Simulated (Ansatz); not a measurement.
# Calculations on TiSiNH7O2ClF

### Relaxation

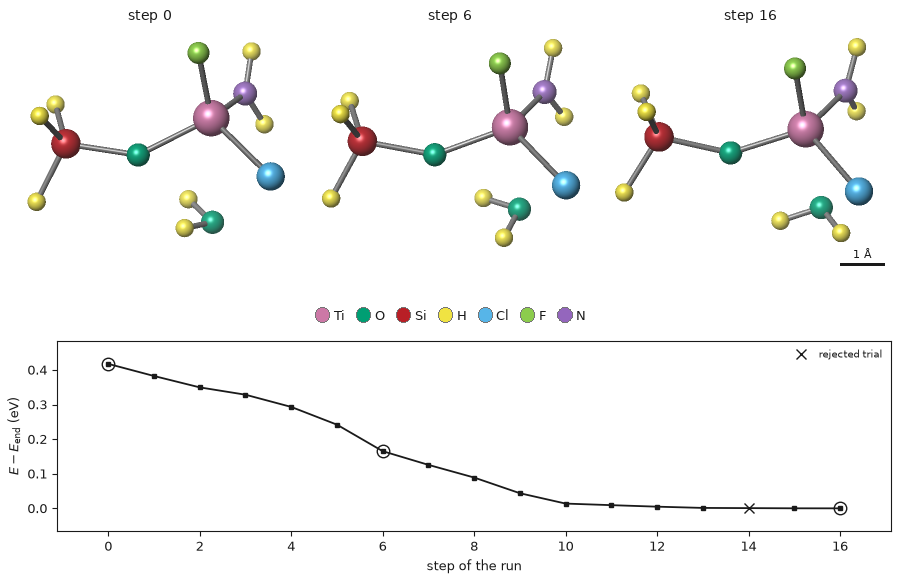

Frames of a relaxation of TiSiNH7O2ClF, marked on the history of the run. Style: ball-and-stick. Shown at a tilt.

The run prepares an end point of a later path (reaction) calculation, from a guessed geometry.

Level of theory: RKS PBE/def2-SVP (Ansatz 0.2.0).

Input file:
```yaml
crystal:
  periodic: [false, false, false]
  atoms:
    - { symbol: Ti, position_ang: [-0.270808, 0.02893, 0.015091] }
    - { symbol: O, position_ang: [-0.305821, -0.291801, 1.873451] }
    - { symbol: Si, position_ang: [-1.270269, -0.279752, 3.250527] }
    - { symbol: H, position_ang: [-2.46035, -1.183479, 3.051706] }
    - { symbol: H, position_ang: [-0.463632, -0.789156, 4.41389] }
    - { symbol: H, position_ang: [-1.754725, 1.111905, 3.553425] }
    - { symbol: Cl, position_ang: [1.751534, 0.682977, -0.613787] }
    - { symbol: F, position_ang: [-1.461776, 1.257381, -0.332935] }
    - { symbol: "N", position_ang: [-0.850821, -1.438655, -0.966859] }
    - { symbol: H, position_ang: [-1.712422, -1.529254, -1.516541] }
    - { symbol: H, position_ang: [-0.219045, -2.245201, -1.081619] }
    - { symbol: O, position_ang: [1.285045, -2.5014, 0.948554] }
    - { symbol: H, position_ang: [0.436511, -2.912587, 1.205948] }
    - { symbol: H, position_ang: [1.329677, -1.754008, 1.599951] }
basis:
  gaussian: { orbitals: def2-SVP }
hamiltonian:
  xc: pbe
relax:
  f_tol: 0.03
  max_steps: 50
```

Run as
```bash
ansatz run input.yaml --threads 4 --pin off --max-ram 5120MiB --backend cpu --events-out ev --progress --plain --runs-dir out
```

Q: Describe the path.

A: The atom that moves furthest after the best rigid fit is H14 (1.30 Å). Largest moves by element: H 1.30 Å, Cl 0.46 Å, O 0.46 Å, Ti 0.43 Å, F 0.39 Å, Si 0.23 Å. Near-neighbour distances that change, for instance: Ti1–O12 3.114 → 2.360 Å, Ti1–H13 3.251 → 2.632 Å, Ti1–H14 2.873 → 2.644 Å, Ti1–Cl7 2.217 → 2.289 Å. Bond angles that change, for instance: Cl7–Ti1–F8 111.0° → 102.8°, F8–Ti1–N9 103.7° → 97.5°, Cl7–Ti1–N9 111.6° → 117.2°. Groups turn about O2–Si3 by about 25°, Ti1–O2 by about 25°. After 15 accepted moves (16 points after the start) the energy has fallen by 0.417 eV. Largest force component: 1.1 eV/Å at the start, 0.02 eV/Å at the end. The line search rejected the trial step at point 14 of the run. From step 0 to 6: H14 moves most (0.52 Å), energy −0.252 eV. From step 6 to 16: H14 moves most (0.85 Å), energy −0.165 eV.

Limits of the set-up: the start holds two separate molecules, 2.2 Å apart at their closest, whose relative position is a soft coordinate and is computed without a dispersion correction.

### Relaxation

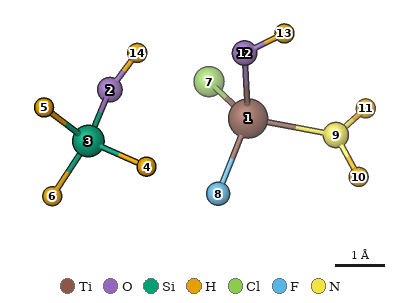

TiSiNH7O2ClF, before the relaxation. Style: ball-and-stick. Shown at a tilt.

The run prepares an end point of a later path (reaction) calculation, from a guessed geometry.

These are results of RKS PBE/def2-SVP in Ansatz 0.2.0, not measurements.

The input:
```yaml
crystal:
  periodic: [false, false, false]
  atoms:
    - { symbol: Ti, position_ang: [-0.196177, -0.814218, -0.226383] }
    - { symbol: O, position_ang: [0.349782, 0.062835, 2.711528] }
    - { symbol: Si, position_ang: [-1.025563, -0.038201, 3.698157] }
    - { symbol: H, position_ang: [-1.995423, -1.097579, 3.234734] }
    - { symbol: H, position_ang: [-0.644284, -0.356756, 5.124054] }
    - { symbol: H, position_ang: [-1.673558, 1.312982, 3.648993] }
    - { symbol: Cl, position_ang: [1.375758, 0.647796, -0.777497] }
    - { symbol: F, position_ang: [-1.725237, -0.181121, 0.381728] }
    - { symbol: "N", position_ang: [-0.675101, -1.656472, -1.812061] }
    - { symbol: H, position_ang: [-1.654179, -1.825226, -2.078763] }
    - { symbol: H, position_ang: [-0.036013, -1.873038, -2.589845] }
    - { symbol: O, position_ang: [0.510844, -2.15082, 0.893834] }
    - { symbol: H, position_ang: [0.605621, -3.067503, 0.576165] }
    - { symbol: H, position_ang: [0.816631, -0.806781, 2.616155] }
basis:
  gaussian: { orbitals: def2-SVP }
hamiltonian:
  xc: pbe
relax:
  f_tol: 0.03
  max_steps: 50
```

Command:
```bash
ansatz run input.yaml --threads 4 --pin off --max-ram 5120MiB --backend cpu --events-out ev --progress --plain --runs-dir out
```

Where does the relaxation end?

Answer. The atom that moves furthest after the best rigid fit is H5 (0.65 Å). Largest moves by element: H 0.65 Å, O 0.56 Å, F 0.45 Å, Cl 0.40 Å, Ti 0.33 Å, N 0.28 Å. Some distances before and after: Ti1–O2 3.114 → 2.372 Å, Ti1–H14 3.018 → 2.568 Å, Ti1–O12 1.882 → 1.843 Å, Ti1–Cl7 2.216 → 2.237 Å. New bonds form, among them: Ti1–O2 (3.11 → 2.37 Å). Bond angles that change, for instance: F8–Ti1–N9 103.5° → 97.1°, Cl7–Ti1–N9 105.6° → 100.1°, Cl7–Ti1–F8 117.6° → 122.9°. After 12 geometry steps the energy has fallen by 21.3 kJ/mol. Largest force component: 0.93 eV/Å at the start, 0.029 eV/Å at the end.

Step by step:

| step | E − E(0), kJ/mol | largest force component, eV/Å |
| --- | --- | --- |
| 0 | 0.00 | 0.9291 |
| 1 | -9.65 | 0.4595 |
| 2 | -14.00 | 0.6843 |
| 3 | -17.08 | 0.2200 |
| 4 | -18.49 | 0.4211 |
| 5 | -19.74 | 0.1987 |
| 6 | -20.57 | 0.0781 |
| 7 | -20.76 | 0.1584 |
| 8 | -21.02 | 0.1733 |
| 9 | -21.11 | 0.0928 |
| 10 | -21.19 | 0.0517 |
| 11 | -21.24 | 0.0306 |
| 12 | -21.27 | 0.0288 |

Final geometry:

```xyz
14

Ti   -0.1960   -0.8555    0.1008
O     0.1955   -0.3681    2.3893
Si   -1.0435    0.0261    3.5006
H    -2.0862   -1.0526    3.5801
H    -0.4252    0.1951    4.8617
H    -1.6181    1.3225    3.0317
Cl    1.2675    0.7591   -0.4068
F    -1.8616   -0.5188    0.6404
N    -0.6275   -1.4576   -1.6175
H    -1.5820   -1.6945   -1.9119
H     0.0136   -1.4890   -2.4183
O     0.6060   -2.3374    0.8475
H     0.7582   -3.1303    0.3033
H     0.6325   -1.2429    2.4999
```

After the run, drawn alike:

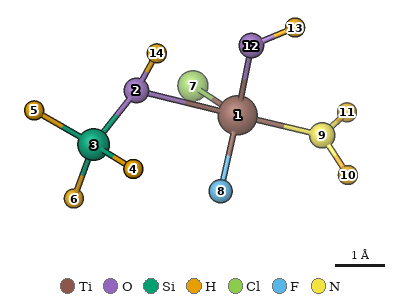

Limits of the set-up: the start holds two separate molecules, 2.2 Å apart at their closest, whose relative position is a soft coordinate and is computed without a dispersion correction.

### Path

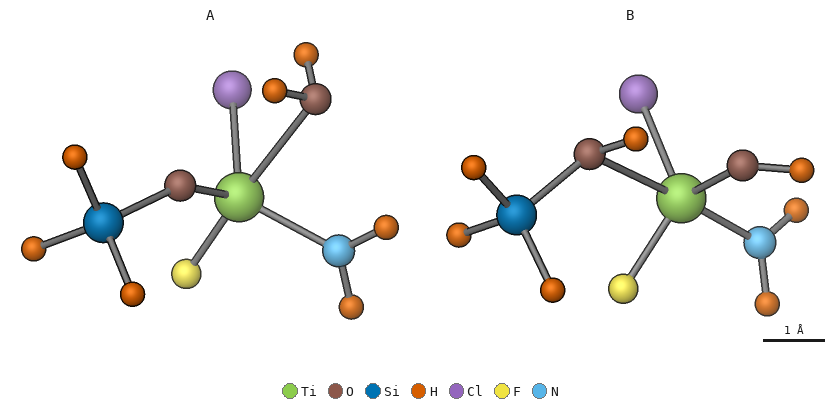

The two relaxed end points of a path for TiSiNH₇O₂ClF, made up at the start of TiSiNH₅OClF and H2O. Style: ball-and-stick. Shown at a tilt.

All numbers below come from RKS PBE/def2-SVP in Ansatz 0.2.0.

Run with 5 movable images; climbing image; force threshold 0.05 eV/Å; iteration limit 60.

Start:
```xyz
14

Ti   -0.1871   -0.3283    0.2311
O    -0.5344   -0.6698    1.9977
Si   -1.5008   -0.2846    3.3206
H    -2.8052   -1.0305    3.2380
H    -0.7790   -0.6972    4.5751
H    -1.7736    1.1940    3.3682
Cl    1.8959    0.5069   -0.2185
F    -1.2342    1.0324   -0.1181
N    -0.9140   -1.5198   -1.0076
H    -1.6645   -1.2979   -1.6700
H    -0.6227   -2.5011   -1.0575
O     1.1400   -2.2367    0.6367
H     1.0102   -2.2255    1.6083
H     2.0024   -1.7859    0.4967
```

End:
```xyz
14

Ti   -0.1452   -0.8407    0.1139
O     0.1562   -0.4480    2.4339
Si   -1.1117   -0.0076    3.4941
H    -2.2232   -1.0183    3.4854
H    -0.5559    0.0805    4.8894
H    -1.5780    1.3367    3.0400
Cl    1.4418    0.6901   -0.2660
F    -1.8121   -0.4130    0.5799
N    -0.5235   -1.3621   -1.6429
H    -1.4744   -1.5279   -1.9925
H     0.1553   -1.4112   -2.4111
O     0.5215   -2.3929    0.8505
H     0.6515   -3.1775    0.2887
H     0.5308   -1.3521    2.5374
```

What barrier does the band find between them, and by what path?

The energy climbs by 64.4 kJ/mol to image 4 and then falls by 28.8 kJ/mol, so the end point sits at +35.6 kJ/mol. A hydrogen atom shifts from one atom to another. Breaking: O12–H14 (0.98 → 1.28 at the top → 1.98 Å). Forming: O2–H14 (3.15 → 1.16 at the top → 0.98 Å). The band is converged.

Energies of the converged images:

| image | path (Å) | E (kJ/mol) |
| --- | --- | --- |
| 0 | 0.00 | 0.0 |
| 1 | 1.00 | 3.8 |
| 2 | 1.99 | 16.8 |
| 3 | 2.99 | 22.2 |
| 4 | 3.98 | 64.4 |
| 5 | 5.13 | 40.6 |
| 6 | 6.28 | 35.6 |

The geometry at the top of the path:

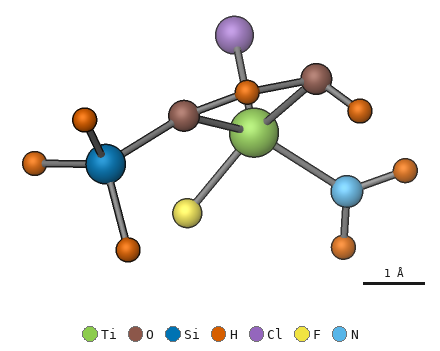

Cost: 5.8 min on 4 threads of Arm Neoverse V2, with other jobs on the host, peak memory 0.27 GiB.
